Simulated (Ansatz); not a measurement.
**ZrBr₃F: single points with varied inputs**

Aim: run ZrBr₃F under a spread of inputs, and see what each costs and gives.

Method: the settings change from run to run; program: Ansatz 0.2.0, Gaussian basis.

## Step 1: The geometry

The geometry comes from an earlier relaxation with PBE0-D4 in a triple-zeta def2 set; it is a stationary point. Zr takes a core potential in def2 sets; no spin-orbit term is included.

SMILES `[F][Zr]([Br])([Br])[Br]`, 5 atoms, charge 0, spin multiplicity 1.

Atoms are counted from 1 here; the program's logs count them from 0.

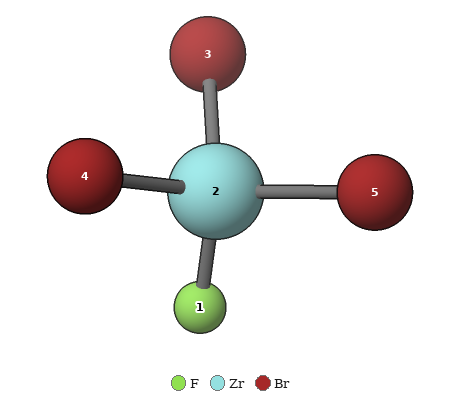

The structure; fluorine green, zirconium light teal, bromine red; atoms are numbered from 1 in the order of the file.

## Step 2: PBE/def2-SVP

Options: atoms shaken by 0.08 Å, D4 dispersion, relativity set to scalar, high accuracy.

in.yaml reads:

```yaml
crystal:
  periodic: [false, false, false]
  atoms:
    - {symbol: F, position_ang: [-0.683118, -0.290387, 1.773653]}
    - {symbol: Zr, position_ang: [-0.160128, 0.066385, 0.161594]}
    - {symbol: Br, position_ang: [2.066784, -1.457623, -0.120221]}
    - {symbol: Br, position_ang: [-1.724893, -0.882192, -1.194513]}
    - {symbol: Br, position_ang: [0.432262, 2.295531, -0.447058]}
basis:
  gaussian: {orbitals: def2-SVP}
hamiltonian: {xc: {name: PBE}, dispersion: d4, pseudopotentials: {relativity: scalar}}
accuracy: high
output: {forces: true}
```

The run is started by

```bash
> ansatz run in.yaml --threads 4 --pin off --events-out ev --progress --plain --max-ram 11315MiB
```

Log:

```text
Functional definition: PBE
  name "PBE"
  cite "Perdew, Burke & Ernzerhof, Phys. Rev. Lett. 77, 3865 (1996) doi:10.1103/PhysRevLett.77.3865"
  parent pbe
  parameter kappa = 0.804
  parameter beta = 0.06672455060314922
  exchange = pbe_x(kappa = kappa, mu = beta*pi^2/3)
  correlation = pbe_c(beta = beta)
2644 factors; integrals over basis functions are off by at most 4.2e-9 eV
mean field evaluation 1: about -216097.3590 eV, gradient 3.7e1 eV
mean field evaluation 2: about -216085.1921 eV, gradient 9.3e1 eV
mean field evaluation 4: about -216099.4696 eV, gradient 9.4e0 eV
mean field evaluation 8: about -216099.7167 eV, gradient 4.3e-1 eV
mean field evaluation 16: about -216099.7171 eV, gradient 6.7e-5 eV
mean field -216099.71713539 eV, -7941.5181270764 hartree, gradient 5.2e-8 eV, S^2 0.000000; 0 other end points of the search recorded, 0 dependent functions left out
the calculation of the forces begins
reference -216099.71714092 eV, -7941.5181272796 hartree; 63, 63 occupied and 78, 78 virtual orbitals, 2644 factors
Total energy: -216099.93232363 eV, -7941.5260350984 hartree
Relativity: scalar
Atom 0 at    -0.683118    -0.290387     1.773653 Å, force    -2.098351    -0.972929     6.337691 eV/Å
Atom 1 at    -0.160128     0.066385     0.161594 Å, force     6.051757    -0.293883    -3.708150 eV/Å
Atom 2 at     2.066784    -1.457623    -0.120221 Å, force    -1.375420     0.968744     0.157021 eV/Å
Atom 3 at    -1.724893    -0.882192    -1.194513 Å, force    -2.840762    -1.521689    -2.462964 eV/Å
Atom 4 at     0.432262     2.295531    -0.447058 Å, force     0.262776     1.819756    -0.323599 eV/Å
Dipole moment:    -0.434665     0.226342     0.049728 e Å
```

Run time: 4.3 s. Hardware: 4 threads of Intel Xeon 6975P-C, shared host.

Largest force 7.104 eV/Å, dipole 2.37 D.

## Step 3: r2SCAN0/def2-TZVPD

Options: atoms shaken by 0.15 Å, D4 dispersion, high accuracy.

in.yaml reads:

```yaml
crystal:
  periodic: [false, false, false]
  atoms:
    - {symbol: F, position_ang: [-0.574034, -0.222060, 2.134759]}
    - {symbol: Zr, position_ang: [-0.016784, -0.360270, 0.246270]}
    - {symbol: Br, position_ang: [2.235228, -1.358003, -0.387284]}
    - {symbol: Br, position_ang: [-2.035637, -0.603621, -1.588088]}
    - {symbol: Br, position_ang: [0.369136, 2.144633, -0.250192]}
basis:
  gaussian: {orbitals: def2-TZVPD}
hamiltonian: {xc: {name: r2SCAN0}, dispersion: d4}
accuracy: high
output: {forces: true}
```

Launched as before.

Log (excerpt; [...] marks lines left out):

```text
Functional definition: r2SCAN0
  name "r2SCAN0"
  cite "Bursch, Neugebauer, Ehlert & Grimme, J. Chem. Phys. 156, 134105 (2022) doi:10.1063/5.0086040"
  cite "Furness, Kaplan, Ning, Perdew & Sun, J. Phys. Chem. Lett. 11, 8208 (2020) doi:10.1021/acs.jpclett.0c02405"
  cite "Furness, Kaplan, Ning, Perdew & Sun, J. Phys. Chem. Lett. 11, 9248 (2020) doi:10.1021/acs.jpclett.0c03077"
  parent r2scan
[...]
3710 factors; integrals over basis functions are off by at most 2.4e-8 eV
[...]
mean field -214142.55224665 eV, -7869.5936440292 hartree, gradient 4.2e-8 eV, S^2 0.000000; 0 other end points of the search recorded, 0 dependent functions left out
[...]
reference -214142.55224920 eV, -7869.5936441229 hartree; 63, 63 occupied and 188, 188 virtual orbitals, 3710 factors
Total energy: -214142.61147715 eV, -7869.5958207097 hartree
Atom 0 at    -0.574034    -0.222060     2.134759 Å, force     0.743236    -0.573567    -2.288988 eV/Å
Atom 1 at    -0.016784    -0.360270     0.246270 Å, force    -1.301319     2.099236    -0.100804 eV/Å
Atom 2 at     2.235228    -1.358003    -0.387284 Å, force    -1.005977     0.187348     0.391124 eV/Å
Atom 3 at    -2.035637    -0.603621    -1.588088 Å, force     1.674700    -0.141924     1.623362 eV/Å
Atom 4 at     0.369136     2.144633    -0.250192 Å, force    -0.110639    -1.571093     0.375305 eV/Å
Dipole moment:     0.196663    -0.318682     0.128919 e Å
```

It took 24 s on 4 threads of Intel Xeon 6975P-C, shared host; peak memory 2 GiB.

Largest force 2.474 eV/Å, dipole 1.90 D.

## Step 4: B3LYP/STO-3G

Options: D3(BJ) with three-body dispersion.

in.yaml reads:

```yaml
crystal:
  periodic: [false, false, false]
  atoms:
    - {symbol: F, position_ang: [-0.574694, -0.193423, 1.880981]}
    - {symbol: Zr, position_ang: [-0.022803, -0.024722, 0.097693]}
    - {symbol: Br, position_ang: [1.988981, -1.420800, -0.263568]}
    - {symbol: Br, position_ang: [-1.849218, -0.782879, -1.391001]}
    - {symbol: Br, position_ang: [0.507734, 2.348223, -0.365406]}
basis:
  gaussian: {orbitals: STO-3G}
hamiltonian: {xc: {name: B3LYP}, dispersion: d3bjatm}
output: {forces: true}
```

Same command.

Log (excerpt; [...] marks lines left out):

```text
Functional definition: B3LYP
  name "B3LYP"
  cite "Stephens, Devlin, Chabalowski & Frisch, J. Phys. Chem. 98, 11623 (1994) doi:10.1021/j100096a001"
  cite "Becke, Phys. Rev. A 38, 3098 (1988) doi:10.1103/PhysRevA.38.3098"
  cite "Lee, Yang & Parr, Phys. Rev. B 37, 785 (1988) doi:10.1103/PhysRevB.37.785"
  cite "Vosko, Wilk & Nusair, Can. J. Phys. 58, 1200 (1980) doi:10.1139/p80-159"
[...]
940 factors; integrals over basis functions are off by at most 4.1e-5 eV
[...]
mean field -305902.11961747 eV, -11241.6955480380 hartree, gradient 2.2e-5 eV, S^2 0.000000; 0 other end points of the search recorded, 0 dependent functions left out
[...]
reference -305902.11979236 eV, -11241.6955544653 hartree; 77, 77 occupied and 9, 9 virtual orbitals, 940 factors
Total energy: -305902.52524665 eV, -11241.7104546355 hartree
Atom 0 at    -0.574694    -0.193423     1.880981 Å, force     0.188908     0.057735    -0.610298 eV/Å
Atom 1 at    -0.022803    -0.024722     0.097693 Å, force     0.200777     0.061740    -0.650235 eV/Å
Atom 2 at     1.988981    -1.420800    -0.263568 Å, force    -0.933647     0.626085     0.234328 eV/Å
Atom 3 at    -1.849218    -0.782879    -1.391001 Å, force     0.806208     0.336915     0.745564 eV/Å
Atom 4 at     0.507734     2.348223    -0.365406 Å, force    -0.262247    -1.082475     0.280641 eV/Å
Dipole moment:    -0.073125    -0.022323     0.236232 e Å
```

Wall time 1.1 s (4 threads of Intel Xeon 6975P-C, shared host).

Largest force 1.149 eV/Å, dipole 1.19 D.

## Step 5: wPBEh/def2-mTZVPP

Set apart from the defaults: multiplicity 3, restricted open-shell orbitals, a grid of angular degree 47, relativity set to scalar.

in.yaml: that of step 4 with these lines changed.

```diff
@@ -9,4 +9,5 @@
 basis:
-  gaussian: {orbitals: STO-3G}
-hamiltonian: {xc: {name: B3LYP}, dispersion: d3bjatm}
+  gaussian: {orbitals: def2-mTZVPP, final_grid: {core_spheres: 20, valence_spheres: 16, degree: 47}}
+magnetization: {spin_polarized: false, initial_magnetization: 2}
+hamiltonian: {xc: {name: wPBEh}, pseudopotentials: {relativity: scalar}}
 output: {forces: true}
```

Launched as before.

Log (excerpt; [...] marks lines left out):

```text
Functional definition: wPBEh
  name "wPBEh"
  cite "Heyd, Scuseria & Ernzerhof, J. Chem. Phys. 118, 8207 (2003) doi:10.1063/1.1564060"
  cite "Krukau, Vydrov, Izmaylov & Scuseria, J. Chem. Phys. 125, 224106 (2006) doi:10.1063/1.2404663"
  cite "Heyd & Scuseria, J. Chem. Phys. 120, 7274 (2004) doi:10.1063/1.1668634"
  cite "Ernzerhof & Perdew, J. Chem. Phys. 109, 3313 (1998) doi:10.1063/1.476928"
  cite "Perdew, Burke & Ernzerhof, Phys. Rev. Lett. 77, 3865 (1996) doi:10.1103/PhysRevLett.77.3865"
  parent pbe
[...]
1555 factors; integrals over basis functions are off by at most 2.1e-4 eV
86 factors; integrals over basis functions are off by at most 2.0e-6 eV
[...]
mean field -216134.57042064 eV, -7942.7989616849 hartree, gradient 2.8e-6 eV, S^2 2.000000; 22 other end points of the search recorded, 0 dependent functions left out
[...]
reference -216134.57047184 eV, -7942.7989635666 hartree; 64, 62 occupied and 101, 103 virtual orbitals, 1555 factors
Total energy: -216134.57047184 eV, -7942.7989635666 hartree
Relativity: scalar
Atom 0 at    -0.574694    -0.193423     1.880981 Å, force    -0.109693    -0.297052     1.156096 eV/Å
Atom 1 at    -0.022803    -0.024722     0.097693 Å, force    -1.058997     0.522154     0.850355 eV/Å
Atom 2 at     1.988981    -1.420800    -0.263568 Å, force     1.614469    -1.092003    -0.378208 eV/Å
Atom 3 at    -1.849218    -0.782879    -1.391001 Å, force    -0.949131    -0.531028    -1.130172 eV/Å
Atom 4 at     0.507734     2.348223    -0.365406 Å, force     0.503352     1.397930    -0.498071 eV/Å
Dipole moment:     0.123204    -0.031435    -0.187923 e Å
```

Run time: 2.9 min. Hardware: 4 threads of Intel Xeon 6975P-C, shared host; peak memory 1.2 GiB.

Largest force 1.985 eV/Å, dipole 1.09 D.

## Step 6: r2SCAN50/def2-mTZVP

Set apart from the defaults: high accuracy.

in.yaml: that of step 5 with these lines changed.

```diff
@@ -9,5 +9,5 @@
 basis:
-  gaussian: {orbitals: def2-mTZVPP, final_grid: {core_spheres: 20, valence_spheres: 16, degree: 47}}
-magnetization: {spin_polarized: false, initial_magnetization: 2}
-hamiltonian: {xc: {name: wPBEh}, pseudopotentials: {relativity: scalar}}
+  gaussian: {orbitals: def2-mTZVP}
+hamiltonian: {xc: {name: r2SCAN50}}
+accuracy: high
 output: {forces: true}
```

The command is unchanged.

Log (excerpt; [...] marks lines left out):

```text
Functional definition: r2SCAN50
  name "r2SCAN50"
  cite "Bursch, Neugebauer, Ehlert & Grimme, J. Chem. Phys. 156, 134105 (2022) doi:10.1063/5.0086040"
  cite "Furness, Kaplan, Ning, Perdew & Sun, J. Phys. Chem. Lett. 11, 8208 (2020) doi:10.1021/acs.jpclett.0c02405"
  cite "Furness, Kaplan, Ning, Perdew & Sun, J. Phys. Chem. Lett. 11, 9248 (2020) doi:10.1021/acs.jpclett.0c03077"
  parent r2scan
[...]
2833 factors; integrals over basis functions are off by at most 6.3e-8 eV
[...]
mean field -214141.21284790 eV, -7869.5444220329 hartree, gradient 2.4e-8 eV, S^2 0.000000; 0 other end points of the search recorded, 0 dependent functions left out
[...]
reference -214141.21284883 eV, -7869.5444220672 hartree; 63, 63 occupied and 97, 97 virtual orbitals, 2833 factors
Total energy: -214141.21284883 eV, -7869.5444220672 hartree
Atom 0 at    -0.574694    -0.193423     1.880981 Å, force     0.043485     0.013284    -0.140410 eV/Å
Atom 1 at    -0.022803    -0.024722     0.097693 Å, force    -0.033658    -0.010474     0.109062 eV/Å
Atom 2 at     1.988981    -1.420800    -0.263568 Å, force    -0.014678     0.008489     0.007872 eV/Å
Atom 3 at    -1.849218    -0.782879    -1.391001 Å, force     0.010014     0.004430     0.015041 eV/Å
Atom 4 at     0.507734     2.348223    -0.365406 Å, force    -0.005164    -0.015730     0.008436 eV/Å
Dipole moment:     0.018345     0.005637    -0.059323 e Å
```

Wall time 16 s (4 threads of Intel Xeon 6975P-C, shared host); peak memory 1.1 GiB.

Largest force 0.148 eV/Å, dipole 0.30 D.

## Step 7: B2PLYP/def2-mTZVP

This run has charge -1, multiplicity 2, relativity set to none.

in.yaml: that of step 6 with these lines changed.

```diff
@@ -10,4 +10,4 @@
   gaussian: {orbitals: def2-mTZVP}
-hamiltonian: {xc: {name: r2SCAN50}}
-accuracy: high
-output: {forces: true}
+total_charge: -1
+magnetization: {spin_polarized: true, initial_magnetization: 1}
+hamiltonian: {xc: {name: B2PLYP}, pseudopotentials: {relativity: none}}
```

Same command.

Log (excerpt; [...] marks lines left out):

```text
Functional definition: B2PLYP
  name "B2PLYP"
  cite "Grimme, J. Chem. Phys. 124, 034108 (2006) doi:10.1063/1.2148954"
  cite "Becke, Phys. Rev. A 38, 3098 (1988) doi:10.1103/PhysRevA.38.3098"
  cite "Lee, Yang & Parr, Phys. Rev. B 37, 785 (1988) doi:10.1103/PhysRevB.37.785"
[...]
1492 factors; integrals over basis functions are off by at most 3.9e-4 eV
[...]
mean field -214099.59879725 eV, -7868.0151338785 hartree, gradient 2.3e-8 eV, S^2 0.752435; 14 other end points of the search recorded, 0 dependent functions left out
28 core orbitals not correlated: weight in the atoms' cores, before any rotation towards them, 1.000 or more for the frozen orbitals, at most 0.000 for the correlated occupied ones
reference -214099.59897573 eV, -7868.0151404376 hartree; 36, 35 occupied and 96, 97 virtual orbitals, 1492 factors
second order -36.03736200 eV of doubles, -0.00000000 eV of singles
Total energy: -214109.32906347 eV, -7868.3727145667 hartree
```

It took 62 s on 4 threads of Intel Xeon 6975P-C, shared host; peak memory 1.2 GiB.

⟨S²⟩ 0.752.

## Step 8: wB97/def2-mTZVP

This run has the search for lower states set to full.

in.yaml: that of step 7 with these lines changed.

```diff
@@ -10,4 +10,3 @@
   gaussian: {orbitals: def2-mTZVP}
-total_charge: -1
-magnetization: {spin_polarized: true, initial_magnetization: 1}
-hamiltonian: {xc: {name: B2PLYP}, pseudopotentials: {relativity: none}}
+hamiltonian: {xc: {name: wB97}}
+scf: {lower_state_search: full}
```

The command is unchanged.

Log (excerpt; [...] marks lines left out):

```text
Functional definition: wB97
  name "wB97"
  cite "Chai & Head-Gordon, J. Chem. Phys. 128, 084106 (2008) doi:10.1063/1.2834918"
  cite "Becke, J. Chem. Phys. 107, 8554 (1997) doi:10.1063/1.475007"
[...]
  # The coefficients of nought are those of the uniform gas.
[...]
      + integral(e_c_pw_opposite_spin*poly(b97_u_opposite, 1, cos1, cos2, cos3, cos4))
1562 factors; their error is unknown
491 factors; integrals over basis functions are off by at most 2.8e-5 eV
[...]
mean field -214157.12654347 eV, -7870.1292395583 hartree, gradient 4.8e-6 eV, S^2 0.000000; 3 other end points of the search recorded, 0 dependent functions left out
reference -214157.12653001 eV, -7870.1292390638 hartree; 63, 63 occupied and 97, 97 virtual orbitals, 1562 factors
Total energy: -214157.12653001 eV, -7870.1292390638 hartree
```

Run time: 8 s. Hardware: 4 threads of Intel Xeon 6975P-C, shared host.

## Step 9: r2SCAN0/def2-mTZVPP

Set apart from the defaults: D4 dispersion.

in.yaml: that of step 8 with these lines changed.

```diff
@@ -9,4 +9,4 @@
 basis:
-  gaussian: {orbitals: def2-mTZVP}
-hamiltonian: {xc: {name: wB97}}
-scf: {lower_state_search: full}
+  gaussian: {orbitals: def2-mTZVPP}
+hamiltonian: {xc: {name: r2SCAN0}, dispersion: d4}
+output: {forces: true}
```

Launched as before.

Log (excerpt; [...] marks lines left out):

```text
Functional definition: r2SCAN0
  name "r2SCAN0"
  cite "Bursch, Neugebauer, Ehlert & Grimme, J. Chem. Phys. 156, 134105 (2022) doi:10.1063/5.0086040"
  cite "Furness, Kaplan, Ning, Perdew & Sun, J. Phys. Chem. Lett. 11, 8208 (2020) doi:10.1021/acs.jpclett.0c02405"
  cite "Furness, Kaplan, Ning, Perdew & Sun, J. Phys. Chem. Lett. 11, 9248 (2020) doi:10.1021/acs.jpclett.0c03077"
  parent r2scan
[...]
1555 factors; integrals over basis functions are off by at most 2.1e-4 eV
[...]
mean field -214142.88513438 eV, -7869.6058774275 hartree, gradient 3.6e-5 eV, S^2 0.000000; 0 other end points of the search recorded, 0 dependent functions left out
[...]
reference -214142.88514709 eV, -7869.6058778947 hartree; 63, 63 occupied and 102, 102 virtual orbitals, 1555 factors
Total energy: -214142.94621035 eV, -7869.6081219280 hartree
Atom 0 at    -0.574694    -0.193423     1.880981 Å, force    -0.055266    -0.016910     0.178702 eV/Å
Atom 1 at    -0.022803    -0.024722     0.097693 Å, force     0.020251     0.006450    -0.066477 eV/Å
Atom 2 at     1.988981    -1.420800    -0.263568 Å, force     0.099504    -0.069262    -0.017167 eV/Å
Atom 3 at    -1.849218    -0.782879    -1.391001 Å, force    -0.090648    -0.037728    -0.072943 eV/Å
Atom 4 at     0.507734     2.348223    -0.365406 Å, force     0.026159     0.117449    -0.022116 eV/Å
Dipole moment:     0.004561     0.001423    -0.014784 e Å
```

It took 4.3 s on 4 threads of Intel Xeon 6975P-C, shared host; peak memory 0.62 GiB.

Largest force 0.188 eV/Å, dipole 0.07 D.

## Step 10: The runs in one table

```
              level  charge  multiplicity  geometry  functions  energy (eV)     time
       PBE/def2-SVP       0             1    shaken        141  -216099.932    4.3 s
 r2SCAN0/def2-TZVPD       0             1    shaken        251  -214142.611     24 s
       B3LYP/STO-3G       0             1   relaxed         86  -305902.525    1.1 s
  wPBEh/def2-mTZVPP       0             3   relaxed        165  -216134.570  2.9 min
r2SCAN50/def2-mTZVP       0             1   relaxed        160  -214141.213     16 s
  B2PLYP/def2-mTZVP      -1             2   relaxed        160  -214109.329     62 s
    wB97/def2-mTZVP       0             1   relaxed        160  -214157.127      8 s
r2SCAN0/def2-mTZVPP       0             1   relaxed        165  -214142.946    4.3 s
```

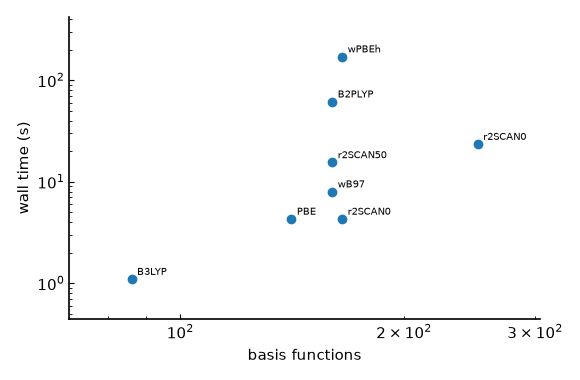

Wall time against the number of basis functions (shared host).

## Step 11: What came out

| quantity | value |
| --- | --- |
| runs | 8 |
| quickest | B3LYP/STO-3G, 1.1 s |
| slowest | wPBEh/def2-mTZVPP, 2.9 min |
| spread of total energies, same state and geometry | 91761.3 eV |
| dipole, same state and geometry | 0.07 to 1.19 D |

What this shows: wPBEh/def2-mTZVPP took 156 times as long as B3LYP/STO-3G. The jobs differ in tasks and options as well as level. The totals spread over 91761 eV; they can't be compared across methods or bases. At the PBE0-D4/def2-TZVP geometry and in the same state, the sound runs without point charges leave forces up to 1.15 eV/Å (B3LYP/STO-3G), against 7.1 eV/Å where the atoms were moved.
